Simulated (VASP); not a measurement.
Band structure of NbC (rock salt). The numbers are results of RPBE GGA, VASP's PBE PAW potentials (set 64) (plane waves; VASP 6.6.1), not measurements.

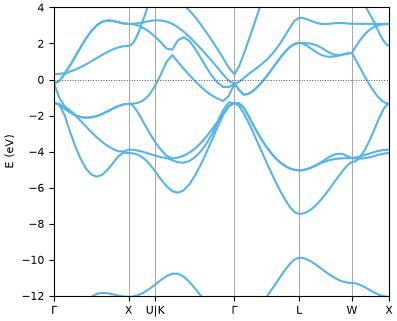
Fig. 1. Bands along high-symmetry lines, zero at the valence-band maximum or, without a gap, the Fermi level

Problem. Read the plot: is there a gap, and where are the band edges?

Solution. It has no gap at this level: it comes out as a metal or semimetal. (Edges off the drawn lines would not show.)

The compound is NbC in the rock salt structure. It was relaxed first. The electron count is odd and the run is not spin-polarised, which forces a metal.
